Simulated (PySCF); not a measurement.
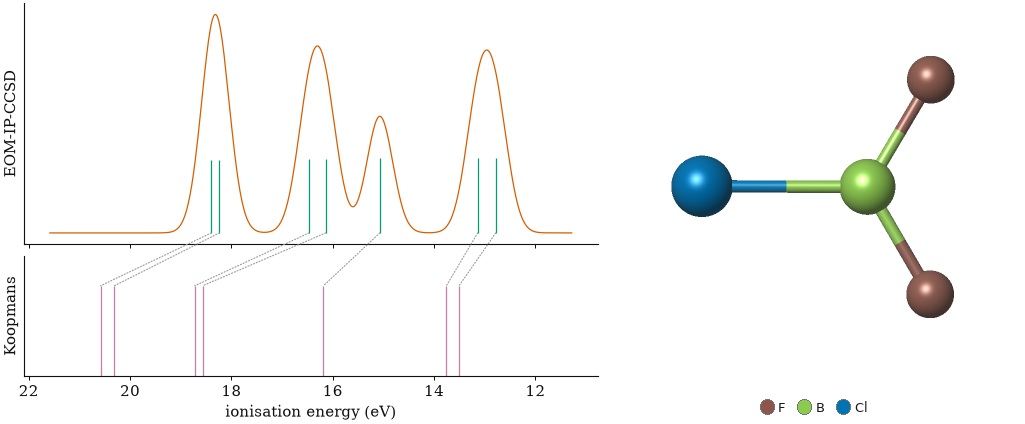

Valence photoelectron lines of BClF₂ (difluorochloroborane), SMILES FB(F)Cl: vertical EOM-IP-CCSD/aug-cc-pVDZ (frozen core, PySCF 2.14.0, at a PBE0-D3(BJ)/def2-SVP geometry (no frequency check); 7 lines, one for each of the 7 highest orbitals, so a line of a deeper orbital can be missing among them) above, Hartree-Fock orbital energies with the sign turned below, non-relativistic; dotted lines join each line to its leading orbital. Stick heights are one-hole weights (summed over degenerate lines), not cross-sections; Gaussian width 0.60 eV.

**Do correlation and relaxation change the order of the lines?**

Not among these holes, which come in the order of the orbitals, HOMO, HOMO−1, HOMO−2, HOMO−3, HOMO−4, HOMO−5, HOMO−6.

**List the lines.**

```
  hole  EOM-IP-CCSD (eV)  Koopmans (eV)  one-hole weight
  HOMO             12.78          13.51             0.96
HOMO-1             13.14          13.76             0.96
HOMO-2             15.07          16.19             0.96
HOMO-3             16.14          18.57             0.95
HOMO-4             16.47          18.73             0.95
HOMO-5             18.24          20.31             0.95
HOMO-6             18.40          20.58             0.94
```

Caveats: small basis, so the lines can lie some tenths of an eV too low.
